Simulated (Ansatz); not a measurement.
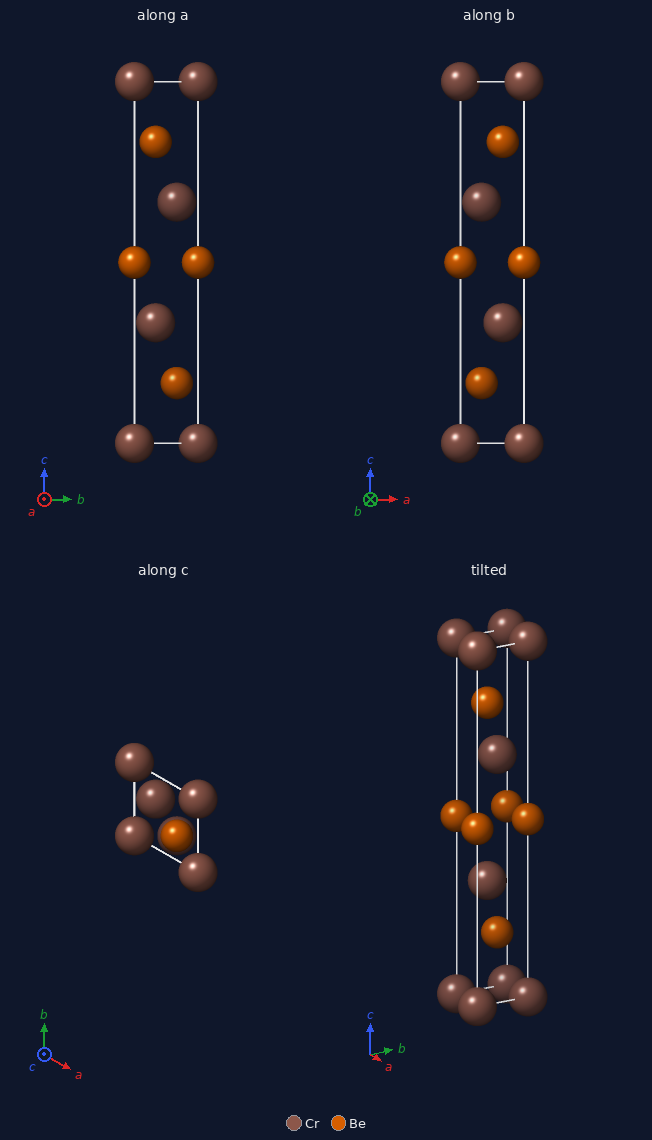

We look at a spheres-only model of the crystal along the a axis, along the b axis, along the c axis and slightly off an axis. Thin lines show the conventional unit cell, with boundary atoms drawn in all their periodic places.

Lattice parameters: a = 2.442 Å, b = 2.442 Å, c = 12.040 Å, α = 90.00°, β = 90.00°, γ = 120.00°.

Question: Convert the drawing into a table of Wyckoff sites.

Answer: Space group R-3m:H (No. 166).
| atom | site | x | y | z |
| --- | --- | --- | --- | --- |
| Cr | 3a | 0.0000 | 0.0000 | 0.0000 |
| Be | 3b | 0.3333 | 0.6667 | 0.1667 |

The cell started as a structure type filled with these elements by a generator (whether the compound takes this form wasn't checked). Earlier steps of the study may have refined or changed the cell and positions. A calculation with Ansatz used it as input.
